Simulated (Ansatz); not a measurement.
Scan of H3Ga, singlet: umbrella (inversion) coordinate, bond length relaxed. Scanned: angle between the Ga-H bonds and the threefold axis (90 = planar). Other coordinates (Ga-H bond length) were minimised at B3LYP/def2-TZVP.

Computed with: CCSD(T)/cc-pVDZ = CCSD(T) on RHF/cc-pVDZ, cores with 3d frozen in Ansatz (a program for electronic structure); RKS-PBE0/cc-pVDZ = restricted PBE0/cc-pVDZ (Ansatz); RKS-PBE/cc-pVDZ = Ansatz with restricted PBE/cc-pVDZ; CCSDT(Q)/cc-pVDZ = CCSDT(Q) on RHF/cc-pVDZ, cores with 3d frozen in Ansatz; FCI/cc-pVDZ = full CI/cc-pVDZ, cores with 3d frozen in Ansatz.

Cost and accuracy over the 15 points of the scan, with FCI/cc-pVDZ as yardstick. Costs are rough ratios of core time within Ansatz on shared cores, each with its mean field (Kohn-Sham runs search longer for lower solutions than correlated ones do); the miss is the largest error against full CI of the profile after the mean shift, in kcal/mol.

### Question
Which is the cheapest of these levels that stays within 0.45 kcal/mol of FCI/cc-pVDZ?

### Answer
CCSD(T)/cc-pVDZ.

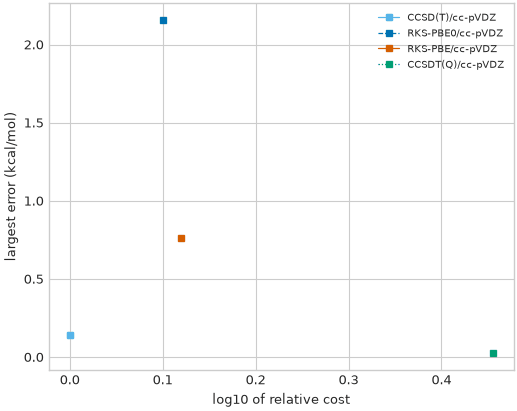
Miss against cost, one point a level.

```csv
level,relative cost,largest error
CCSD(T)/cc-pVDZ,1,0.1
RKS-PBE0/cc-pVDZ,1,2.2
RKS-PBE/cc-pVDZ,1,0.8
CCSDT(Q)/cc-pVDZ,3,0.0
```

Costs within a factor of two of each other count as equal.
